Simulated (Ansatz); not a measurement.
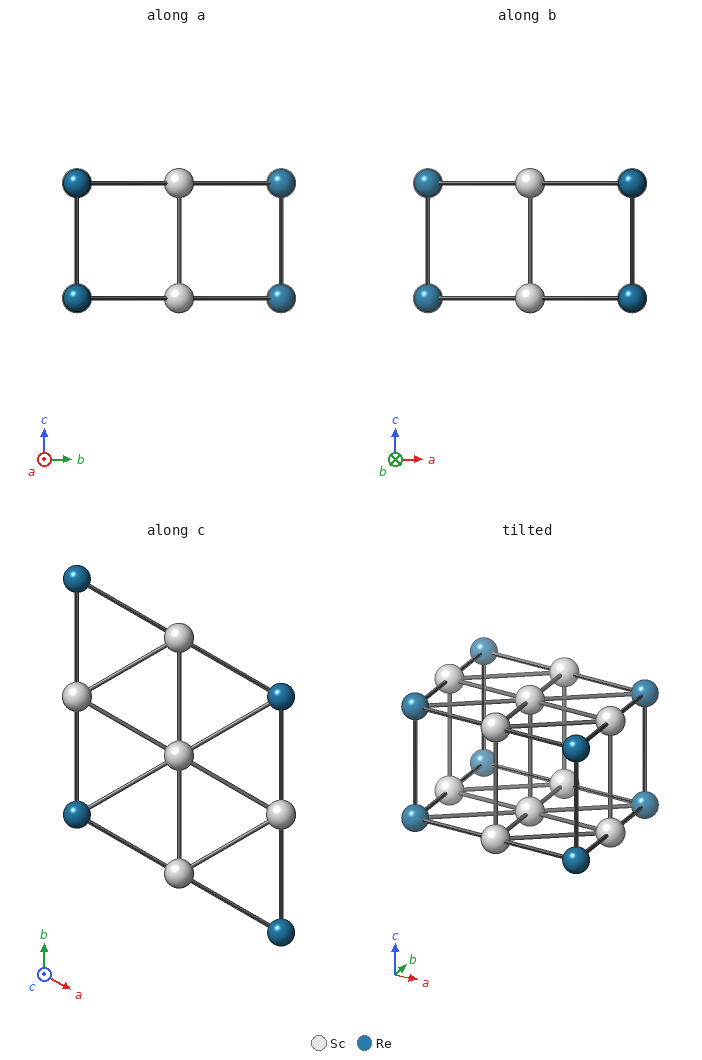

Crystal structure, ball-and-stick style, seen along the a axis, along the b axis, along the c axis and slightly off an axis. The conventional unit cell is outlined; an atom on or near a face, edge or corner is repeated at each equivalent position.

Lattice parameters: a = 5.7673 Å, b = 5.7673 Å, c = 2.8179 Å, α = 90.000°, β = 90.000°, γ = 120.000°.

### Write the structure as a CIF in P1 with every atom of the cell.

```cif
data_structure
_symmetry_space_group_name_H-M 'P 1'
_symmetry_Int_Tables_number 1
_cell_length_a 5.7673
_cell_length_b 5.7673
_cell_length_c 2.8179
_cell_angle_alpha 90.000
_cell_angle_beta 90.000
_cell_angle_gamma 120.000
_cell_volume 81.17
loop_
_atom_site_label
_atom_site_type_symbol
_atom_site_fract_x
_atom_site_fract_y
_atom_site_fract_z
_atom_site_occupancy
Sc1 Sc 0.5000 0.0000 0.0000 1
Sc2 Sc 0.0000 0.5000 0.0000 1
Sc3 Sc 0.5000 0.5000 0.0000 1
Re1 Re 0.0000 0.0000 0.0000 1
```

The structure comes from a random cell made by a generator, so it need not be a real form of the compound. Earlier steps of the study may have refined or changed the cell and positions. A calculation with Ansatz used it as input.
